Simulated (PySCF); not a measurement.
# C6H7O2Si radical: open-shell or spin-flip excitations

Wanted: open-shell or spin-flip excitations for C6H7O2Si radical (`[O]c1cccc(O[SiH3])c1`).

Computed with PySCF 2.14.0 and routines of our own; the level stands in each step. Atoms count from 0.

## 1. The starting structure

16 atoms, charge 0, multiplicity 2; geometry from: GFN2-xTB.

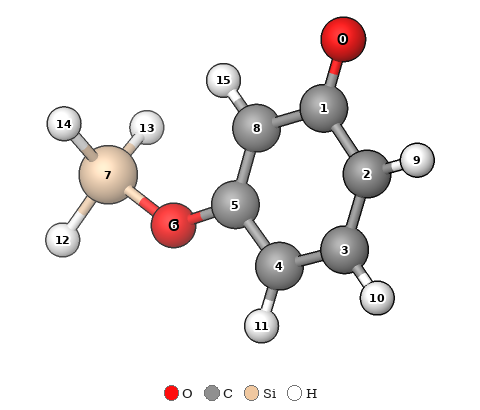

The starting geometry (oxygen red, carbon grey, silicon light orange, hydrogen white).

## 2. Open-shell or spin-flip excitations: unrestricted TDA CAM-B3LYP/def2-SVP

The job: settings as JSON, then the geometry in Å.

```
{"job": {"kind": "uabs", "xc": "CAM-B3LYP", "basis": "def2-SVP", "nstates": 10, "tda": true}, "charge": 0, "multiplicity": 2}
O      1.519905     2.705703    -0.333319
C      1.323095     1.490343    -0.219086
C      2.416435     0.531769    -0.222660
C      2.179005    -0.807954    -0.096934
C      0.879277    -1.293323     0.038627
C     -0.217841    -0.408593     0.049685
O     -1.435758    -0.954118     0.184975
Si    -2.942229    -0.319304     0.242757
C     -0.007780     0.940328    -0.074460
H      3.415229     0.925328    -0.328804
H      3.000503    -1.509286    -0.101906
H      0.687056    -2.350436     0.136908
H     -3.687021    -1.556402     0.401933
H     -3.238333     0.391019    -1.001034
H     -3.062468     0.592229     1.380354
H     -0.836673     1.631640    -0.068449
```

Method: unrestricted TDA CAM-B3LYP/def2-SVP, vertical, gas phase, core orbitals frozen in the response.

Started as:

```console
$ OMP_NUM_THREADS=1 python excited_run.py task.json out
```

The driver reads the jobs from task.json and runs them one after another.

What it wrote:

```text
coarse grid: 14656 points
cycle   1  E = -671.8676219533  dE =  1.867e+00  |g| = 7.179e-01  |ddm| = 3.577e+00
cycle   2  E = -670.9693406209  dE =  8.983e-01  |g| = 1.522e+00  |ddm| = 2.545e+00
cycle   3  E = -672.0380855844  dE = -1.069e+00  |g| = 3.153e-01  |ddm| = 2.241e+00
cycle   4  E = -672.0892133589  dE = -5.113e-02  |g| = 9.064e-02  |ddm| = 4.138e-01
cycle   5  E = -672.0940418151  dE = -4.828e-03  |g| = 4.102e-02  |ddm| = 1.313e-01
cycle   6  E = -672.0954425078  dE = -1.401e-03  |g| = 2.299e-02  |ddm| = 5.782e-02
cycle   7  E = -672.0963749286  dE = -9.324e-04  |g| = 1.316e-02  |ddm| = 6.735e-02
cycle   8  E = -672.0968151737  dE = -4.402e-04  |g| = 7.170e-03  |ddm| = 5.364e-02
cycle   9  E = -672.0969386774  dE = -1.235e-04  |g| = 2.666e-03  |ddm| = 2.697e-02
cycle  10  E = -672.0969607974  dE = -2.212e-05  |g| = 1.580e-03  |ddm| = 1.039e-02
cycle  11  E = -672.0969681509  dE = -7.353e-06  |g| = 8.403e-04  |ddm| = 6.174e-03
final grid: 139200 points
cycle  12  E = -672.2179291470  dE = -3.122e-05  |g| = 2.001e-03  |ddm| = 2.466e-02
cycle  13  E = -672.2179296807  dE = -5.337e-07  |g| = 2.479e-03  |ddm| = 5.364e-03
cycle  14  E = -672.2179323999  dE = -2.719e-06  |g| = 5.034e-04  |ddm| = 2.985e-03
cycle  15  E = -672.2179327901  dE = -3.902e-07  |g| = 2.988e-04  |ddm| = 9.493e-04
cycle  16  E = -672.2179331761  dE = -3.861e-07  |g| = 1.708e-04  |ddm| = 1.305e-03
cycle  17  E = -672.2179333464  dE = -1.703e-07  |g| = 1.205e-04  |ddm| = 1.070e-03
cycle  18  E = -672.2179333922  dE = -4.575e-08  |g| = 3.087e-05  |ddm| = 7.395e-04
cycle  19  E = -672.2179333939  dE = -1.765e-09  |g| = 1.741e-05  |ddm| = 9.652e-05
cycle  20  E = -672.2179333945  dE = -5.803e-10  |g| = 8.165e-06  |ddm| = 6.306e-05
converged SCF energy = -672.2179333945

Static polarisability (au): isotropic 88.201, principal 50.293 99.146 115.164

<S^2> of the reference = 0.8190 (exact 0.7500)

Excitations
state   eV       nm        f      <S^2>   main configurations
  1   1.3396    925.5   0.00000   0.901   H-1b->Lb 0.93
  2   2.3316    531.8   0.01309   0.839   Hb->Lb 0.93
  3   3.8392    322.9   0.03529   0.848   H-2b->Lb 0.70, Ha->L+1a 0.15, Ha->La 0.08
  4   4.7591    260.5   0.00090   2.380   H-1a->La 0.39, Hb->L+1b 0.34
  5   5.0025    247.8   0.00008   0.878   H-3b->Lb 0.61, H-5b->Lb 0.28
  6   5.1530    240.6   0.06908   1.005   Ha->La 0.75, H-1a->L+1a 0.10
  7   5.5904    221.8   0.00000   1.599   H-6b->Lb 0.47, H-2a->L+1a 0.22, H-1b->L+3b 0.09
  8   5.7598    215.3   0.00002   1.407   H-2a->L+1a 0.52, H-6b->Lb 0.28, H-2a->La 0.10
  9   5.7702    214.9   0.02952   1.071   H-7b->Lb 0.23, H-4b->Lb 0.20, Ha->L+1a 0.16, H-2b->Lb 0.13
 10   6.0334    205.5   0.00062   0.937   H-8b->Lb 0.28, H-9b->Lb 0.19, H-3b->Lb 0.19, H-1b->L+3b 0.09
```

It took 72 s on 1 thread of Intel Xeon Platinum 8488C, shared host; peak memory 0.7 GiB.

In short:

| quantity | value |
| --- | --- |
| ⟨S²⟩ | 0.819 |

Löwdin spin populations:

O0 0.40; C1 -0.08; C2 0.33; C3 -0.15; C4 0.39; C5 -0.11; O6 -0.01; Si7 0.00; C8 0.24; H9 0.00; H10 0.00; H11 0.00; H12 0.00; H13 0.00; H14 0.00; H15 0.00

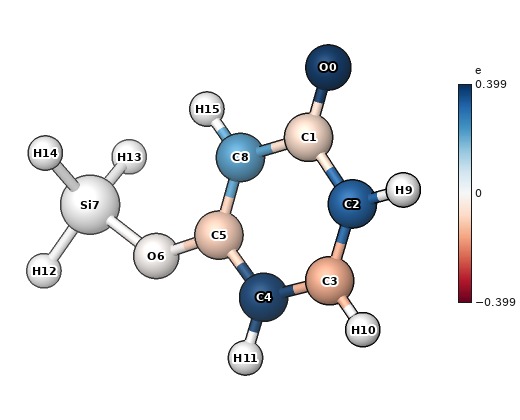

Löwdin spin populations, as colours on the atoms.

## 3. Open-shell or spin-flip excitations: unrestricted TDA revPBE/def2-SVP

The job, as its differences from that of step 2:

```diff
@@ -1,2 +1,2 @@
-{"job": {"kind": "uabs", "xc": "CAM-B3LYP", "basis": "def2-SVP", "nstates": 10, "tda": true}, "charge": 0, "multiplicity": 2}
+{"job": {"kind": "uabs", "xc": "revPBE", "basis": "def2-SVP", "nstates": 2, "tda": true, "scf": {"conv": 1e-07, "fallback": true}}, "charge": 0, "multiplicity": 2}
 O      1.519905     2.705703    -0.333319
```

With the program's defaults for keys left out, this is: unrestricted TDA revPBE/def2-SVP, vertical, gas phase, core orbitals frozen in the response.

What it wrote:

```text
final grid: 139200 points
cycle   1  E = -671.9916368032  dE =  1.395e+00  |g| = 7.374e-01  |ddm| = 3.629e+00
cycle   2  E = -668.7762411119  dE =  3.215e+00  |g| = 2.215e+00  |ddm| = 3.255e+00
cycle   3  E = -671.8678130163  dE = -3.092e+00  |g| = 7.835e-01  |ddm| = 3.027e+00
cycle   4  E = -672.2011237126  dE = -3.333e-01  |g| = 1.989e-01  |ddm| = 1.032e+00
cycle   5  E = -672.1774890264  dE =  2.363e-02  |g| = 2.786e-01  |ddm| = 5.270e-01
cycle   6  E = -672.2205886007  dE = -4.310e-02  |g| = 5.621e-02  |ddm| = 3.738e-01
cycle   7  E = -672.2221323589  dE = -1.544e-03  |g| = 2.637e-02  |ddm| = 9.776e-02
cycle   8  E = -672.2224728869  dE = -3.405e-04  |g| = 1.128e-02  |ddm| = 4.357e-02
cycle   9  E = -672.2225435316  dE = -7.064e-05  |g| = 4.922e-03  |ddm| = 2.136e-02
cycle  10  E = -672.2225546294  dE = -1.110e-05  |g| = 4.205e-03  |ddm| = 1.150e-02
cycle  11  E = -672.2225637199  dE = -9.091e-06  |g| = 1.130e-03  |ddm| = 5.892e-03
cycle  12  E = -672.2225643792  dE = -6.593e-07  |g| = 6.573e-04  |ddm| = 2.315e-03
cycle  13  E = -672.2225645421  dE = -1.629e-07  |g| = 3.516e-04  |ddm| = 9.754e-04
cycle  14  E = -672.2225646126  dE = -7.047e-08  |g| = 7.680e-05  |ddm| = 6.480e-04
converged SCF energy = -672.2225646126

Static polarisability (au): isotropic 92.459, principal 51.409 103.245 122.721

<S^2> of the reference = 0.7655 (exact 0.7500)

Excitations
state   eV       nm        f      <S^2>   main configurations
  1   0.7101   1746.0   0.00000   0.772   Hb->Lb 1.00
  2   1.6891    734.0   0.00692   0.769   H-1b->Lb 0.95
```

Run time: 55 s. Hardware: 1 thread of Intel Xeon Platinum 8488C, shared host; peak memory 0.6 GiB.

Key values:

```csv
quantity,value
⟨S²⟩,0.765
```

## 4. Open-shell or spin-flip excitations: unrestricted TDA mPW1PW91/def2-SVP in acetone

The job, as its differences from that of step 3:

```diff
@@ -1,2 +1,2 @@
-{"job": {"kind": "uabs", "xc": "revPBE", "basis": "def2-SVP", "nstates": 2, "tda": true, "scf": {"conv": 1e-07, "fallback": true}}, "charge": 0, "multiplicity": 2}
+{"job": {"kind": "uabs", "xc": "mPW1PW91", "basis": "def2-SVP", "nstates": 6, "tda": true, "solvent": "acetone"}, "charge": 0, "multiplicity": 2}
 O      1.519905     2.705703    -0.333319
```

With the program's defaults for keys left out, this is: unrestricted TDA mPW1PW91/def2-SVP, vertical, IEF-PCM acetone (non-equilibrium linear response), core orbitals frozen in the response.

What it wrote:

```text
coarse grid: 14656 points
cycle   1  E = -672.0374704621  dE =  1.602e+00  |g| = 6.595e-01  |ddm| = 3.444e+00
cycle   2  E = -671.2530027456  dE =  7.845e-01  |g| = 1.428e+00  |ddm| = 2.359e+00
cycle   3  E = -672.1686122615  dE = -9.156e-01  |g| = 2.942e-01  |ddm| = 2.072e+00
cycle   4  E = -672.2112128988  dE = -4.260e-02  |g| = 8.060e-02  |ddm| = 3.795e-01
cycle   5  E = -672.2140380318  dE = -2.825e-03  |g| = 4.455e-02  |ddm| = 1.233e-01
cycle   6  E = -672.2152523944  dE = -1.214e-03  |g| = 1.842e-02  |ddm| = 5.892e-02
cycle   7  E = -672.2156940794  dE = -4.417e-04  |g| = 1.070e-02  |ddm| = 4.385e-02
cycle   8  E = -672.2158561315  dE = -1.621e-04  |g| = 5.784e-03  |ddm| = 3.079e-02
cycle   9  E = -672.2159077532  dE = -5.162e-05  |g| = 2.154e-03  |ddm| = 1.823e-02
cycle  10  E = -672.2159141492  dE = -6.396e-06  |g| = 1.170e-03  |ddm| = 5.885e-03
final grid: 139200 points
cycle  11  E = -672.3198676401  dE = -2.151e-05  |g| = 5.254e-03  |ddm| = 2.956e-02
cycle  12  E = -672.3198458120  dE =  2.183e-05  |g| = 9.170e-03  |ddm| = 1.451e-02
cycle  13  E = -672.3198803741  dE = -3.456e-05  |g| = 7.004e-04  |ddm| = 9.937e-03
cycle  14  E = -672.3198806741  dE = -3.000e-07  |g| = 3.278e-04  |ddm| = 9.425e-04
cycle  15  E = -672.3198808540  dE = -1.799e-07  |g| = 1.643e-04  |ddm| = 8.936e-04
cycle  16  E = -672.3198809439  dE = -8.997e-08  |g| = 9.384e-05  |ddm| = 7.932e-04
cycle  17  E = -672.3198809688  dE = -2.486e-08  |g| = 3.235e-05  |ddm| = 5.595e-04
cycle  18  E = -672.3198809702  dE = -1.450e-09  |g| = 1.652e-05  |ddm| = 1.071e-04
cycle  19  E = -672.3198809705  dE = -2.881e-10  |g| = 5.257e-06  |ddm| = 4.658e-05
converged SCF energy = -672.3198809705

Static polarisability (au): isotropic 119.102, principal 65.445 130.491 161.369

<S^2> of the reference = 0.7997 (exact 0.7500)

Excitations
state   eV       nm        f      <S^2>   main configurations
  1   1.3775    900.1   0.00000   0.855   H-1b->Lb 0.96
  2   1.9856    624.4   0.01066   0.813   Hb->Lb 0.95
  3   3.5966    344.7   0.05006   0.818   H-2b->Lb 0.77, Ha->L+1a 0.10
  4   4.3395    285.7   0.00000   0.820   H-3b->Lb 0.86, H-5b->Lb 0.12
  5   4.6218    268.3   0.00078   2.403   H-1a->La 0.40, Hb->L+1b 0.36
  6   5.0245    246.8   0.00036   0.998   H-4b->Lb 0.60, Ha->L+1a 0.12
```

It took 59 s on 1 thread of Intel Xeon Platinum 8488C, shared host; peak memory 0.74 GiB.

From this job:

```csv
quantity,value
⟨S²⟩,0.800
```

## 5. Results

```
                                                                                                    quantity                        value
         lowest and brightest state of nearly pure spin, of 10 (step 2, unrestricted TDA CAM-B3LYP/def2-SVP)  1.34 eV; 3.84 eV, f = 0.035
             lowest and brightest state of nearly pure spin, of 2 (step 3, unrestricted TDA revPBE/def2-SVP)  0.71 eV; 1.69 eV, f = 0.007
lowest and brightest state of nearly pure spin, of 6 (step 4, unrestricted TDA mPW1PW91/def2-SVP in acetone)  1.38 eV; 3.60 eV, f = 0.050
```

In words: States whose ⟨S²⟩ lies well above the reference's are mixtures of spin states, an artefact of the unrestricted response, and are left out of the summary. The lowest state of nearly pure spin runs from 0.71 to 1.38 eV over the runs.
